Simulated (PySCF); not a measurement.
# ClF, SMILES `ClF`: electronic structure

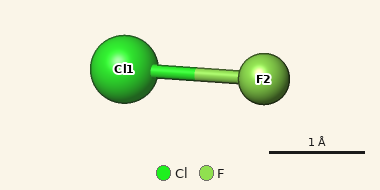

The molecule, with its atoms numbered as below. No frequency check shows the geometry to be a minimum.

Coordinates in Å:

```
Cl1      0.5821    0.0000    0.0000
F2      -1.0995    0.0000    0.0000
```

Part 1: Bonding charge

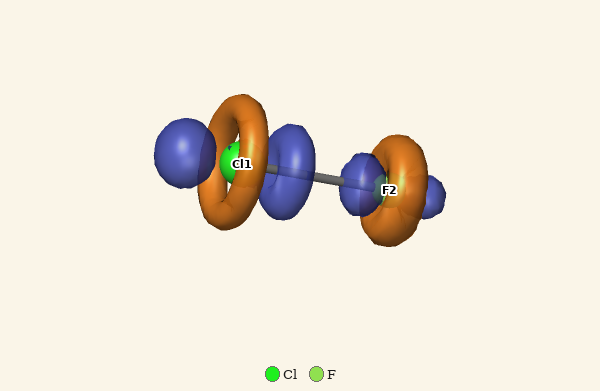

Deformation density (molecule less spherical, spin-averaged free atoms at the same positions), surfaces at ±0.2 e/Å³; orange: gain, blue: loss.

Method: ωB97X/def2-TZVP; geometry: GFN2-xTB; program: PySCF.

How much density has each bond gained at its critical point, relative to the free atoms?

Answer. Cl1–F2: −0.07 e/Å³ at the bond critical point (bond length 1.68 Å, Mayer order 1.0). In all, 0.7 electrons gather in the regions of gain relative to the promolecule. A small or negative value marks a very polar bond, one between electron-rich atoms, whose free-atom densities already overlap strongly, a long bond to a heavier atom, or a closed-shell contact such as a hydrogen bond.

Where do the Hirshfeld charges lie?

Answer. The highest Hirshfeld charge is on Cl1 (+0.11 e), the lowest on F2 (−0.11 e).

```csv
atom,charge (e)
Cl1,+0.11
F2,−0.11
```

Part 2: Bond critical points

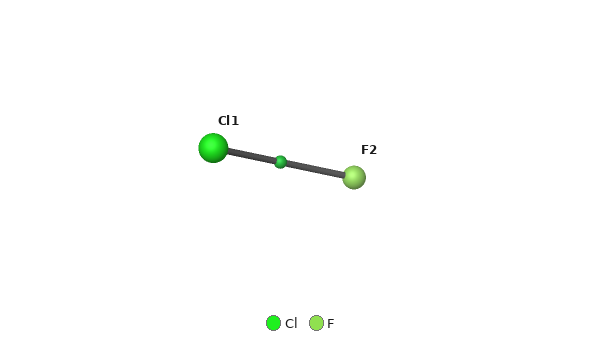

Molecular graph of the electron density (QTAIM): bond paths, bond critical points (green), ring points (magenta, if any); weak paths are dashed.

How many critical points of each kind are there, and does the count close?

Answer. 2 nuclei, 1 bond, 0 ring and 0 cage critical points: 2 − 1 + 0 − 0 = 1, as the Poincaré–Hopf relation requires.

Give the properties at the bond critical points.

Answer.
```tsv
bond	length (Å)	ρ (a.u.)	∇²ρ (a.u.)	ε	H (a.u.)
Cl1–F2	1.682	0.196	−0.08	0.00	−0.152
```

What kind of interaction is Cl1–F2?

Answer. Shared-shell (covalent): ρ = 0.196, ∇²ρ = −0.08, H = −0.152 a.u.

Part 3: Local ionisation energy

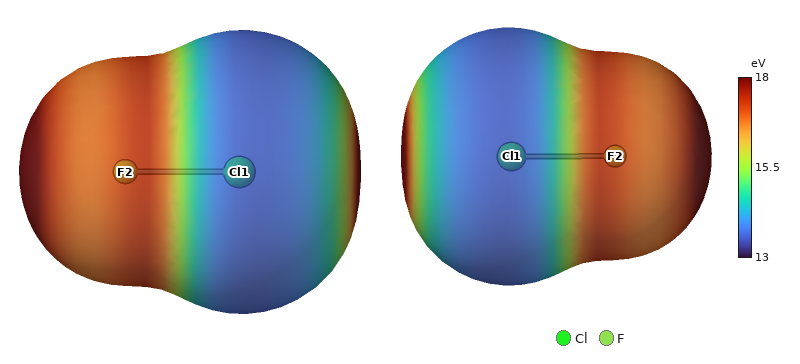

Average local ionisation energy on the surface of electron density 0.001 a.u. (back view left, front view right).

Where are the most loosely bound electrons on this surface?

Answer. The lowest value is 13.6 eV, 2.1 Å from Cl1, and at like points elsewhere. For comparison, the highest occupied orbital lies at −12.1 eV.

What volume does the surface enclose, and what is the dipole moment?

Answer. About 46 Å³; the dipole moment is 1.1 D.

Part 4: Excited states

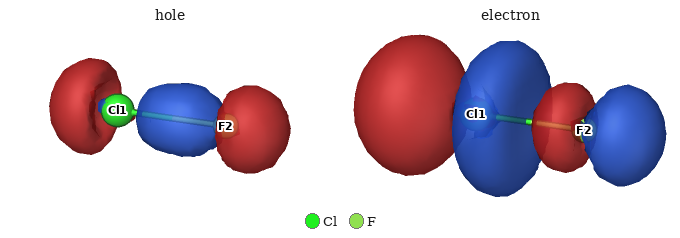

Leading natural transition orbital pair of S₅ (TDA singlet states); the surfaces enclose about 70 % of each orbital's density.

Computed with PySCF, B3LYP/6-311G**, geometry: GFN2-xTB. Without diffuse functions Rydberg states are missing, so the states' numbers hold for this basis only.

Where does the state lie, and where do hole and electron sit?

Answer. 12.57 eV (99 nm), f = 1.063 (bright), partly diffuse acceptor orbital, which a basis without diffuse functions describes poorly; the leading pair carries 88 %; hole on F2 (57 %) and Cl1 (43 %), electron on Cl1 (68 %) and F2 (32 %) (atom shares of so diffuse an orbital are rough); their centroids lie 0.6 Å apart. In canonical orbitals it is mainly HOMO−4 → LUMO (86 %). The HOMO–LUMO gap is 5.40 eV.

Part 5: In an electric field

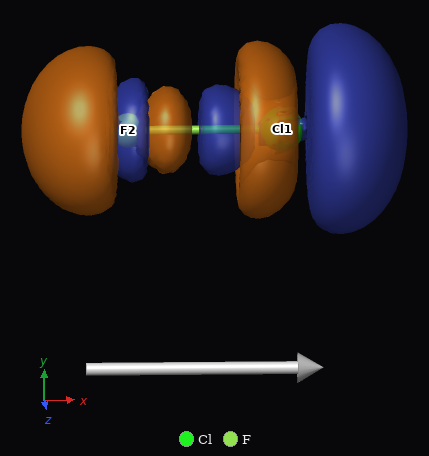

Change of the electron density in a uniform field of 0.41 V/Å along +x (arrow), surfaces at ±0.003 e/Å³ (orange: gain, blue: loss).

PySCF calculation, TPSS/def2-SVPD, gas phase; geometry: GFN2-xTB.

What dipole is induced, and what polarisability does it imply?

Answer. The induced dipole is 0.47 D (along the field); α along this axis, from the fields in both directions, is 23 bohr³ (3.5 Å³).

Which atoms gain and lose the most charge?

Answer. Electrons gather most on F2 (Hirshfeld charge changes by −0.028 e) and leave Cl1 most (+0.028 e); 0.048 electrons are displaced in all.

Part 6: Localised orbitals

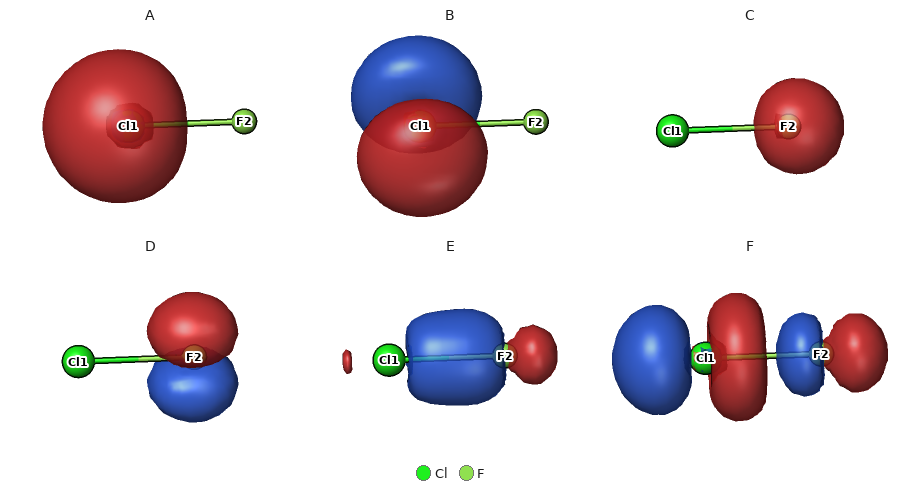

Intrinsic bond orbitals (IBO), occupied and valence-virtual; each surface holds about 80 % of the orbital's density. Energies are diagonal elements of the Fock matrix.

Computed with PySCF, r2SCAN/cc-pVTZ, geometry: GFN2-xTB.

Identify each orbital.

Answer. By panel:
- A: lone pair on Cl1 (s-type) (Cl1 100 %; −21.0 eV)
- B: lone pair on Cl1 (p-type) (Cl1 100 %; −9.2 eV)
- C: lone pair on F2 (s-type) (F2 100 %; −28.2 eV)
- D: lone pair on F2 (p-type) (F2 100 %; −11.0 eV)
- E: σ bond F2–Cl1 (F2 64 %, Cl1 36 %; −18.5 eV)
- F: σ* orbital Cl1–F2, mostly on Cl1 (Cl1 64 %, F2 36 %; −4.1 eV)

The PySCF runs shown took 2.9 s, 8.3 s, 6.3 s and 3.3 s on 1 thread of Arm Neoverse V2 (shared host).
